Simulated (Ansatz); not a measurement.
# Profile along the Lu–Lu line in Lu (hcp, Mg type)

Lu (hcp, Mg type), conventional cell a = 3.5071 Å, b = 3.5071 Å, c = 5.4621 Å, α = 90.00°, β = 90.00°, γ = 120.00°. The calculation uses the primitive cell of 2 atoms, to which meshes and values per cell refer.

Fields along a shortest Lu–Lu line of a (-1 1 0 2) plane (3.51 Å), from Lu to Lu, interpolated on the slice's grid (step about 0.3 Å). All values below come from PBE (plane waves to 420 eV, PAW, scalar-relativistic; Ansatz, a quantum-chemistry and plane-wave program). k mesh 15×15×9. These are valence fields of a PAW run, semicore shells included where kept as valence: close to a nucleus they are smooth pseudo fields. Lu is run without spin polarisation. Lu was relaxed with its symmetry unable to fall.

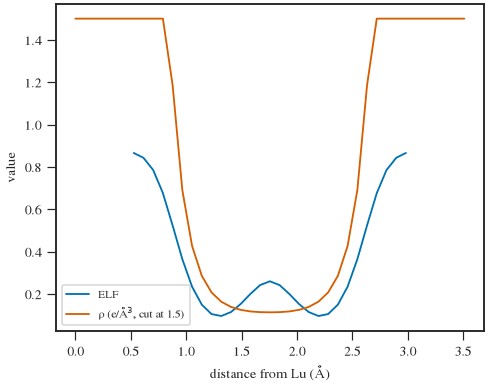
Fig. 1. ELF (away from the nuclei) and valence density from Lu to Lu.

Density on the Lu–Lu line (3.51 Å) at its midpoint: 0.11 e/Å³. ELF at that point: 0.26.
